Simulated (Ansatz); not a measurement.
# Redistribution: C2H3ClF2 + C2H2FN → C2H4ClF + C2HF2N

Species: C2H3ClF2 `FCC(F)Cl`, singlet; C2H2FN (fluoroacetonitrile) `N#CCF`, singlet; C2H4ClF (1-chloro-1-fluoroethane) `CC(F)Cl`, singlet; C2HF2N `N#CC(F)F`, singlet. The partners trade F for H; both sit on C, so the bond types are kept.

Shapes, held fixed at every level: PBE0-D4/def2-TZVP. Flexible molecules stand in one conformer, not always the lowest. Programs: Ansatz 0.2.0. The zero-point and thermal change to 298 K, harmonic and unscaled (PBE0-D4/def2-TZVP), is -1.8 kJ/mol.

```
                level                    kind  ΔH(298 K) (kJ/mol)  less CCSD(T)/CBS estimate
     SPW92/def2-TZVPP                     LDA               -34.0                       -6.6
 r2SCAN-D4/def2-TZVPP                meta-GGA               -31.5                       -4.1
r2SCAN0-D4/def2-TZVPP           global hybrid               -30.2                       -2.8
   wB97M-V/def2-TZVPP  range-separated hybrid               -28.8                       -1.4
         MP2/def2-SVP     perturbation theory               -42.2                      -14.8
       MP2/def2-TZVPP     perturbation theory               -31.7                       -4.3
        CCSD/def2-SVP   coupled cluster or CI               -37.2                       -9.8
 CCSD(T)/CBS estimate   coupled cluster or CI               -27.4                        0.0
```

The highest level, CCSD(T)/CBS estimate, gives ΔH(298 K) = -27.4 kJ/mol; the levels span -42.2 to -27.4. The column of differences is taken from that level and isn't an error. No measured value is set beside it here. The CBS estimate extrapolates MP2 from def2-TZVPP and def2-QZVPP and adds CCSD(T) − MP2 in the triple-zeta set, cores frozen.

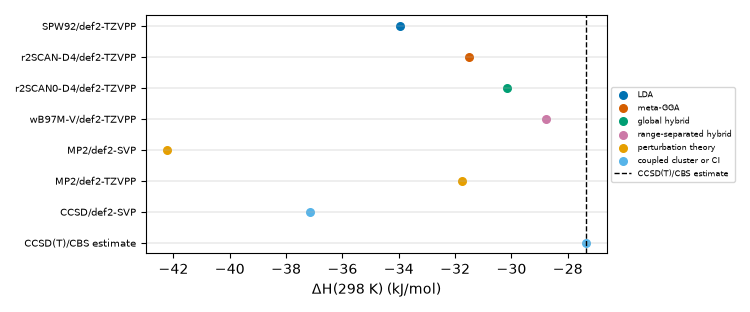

The values of the table, level by level.
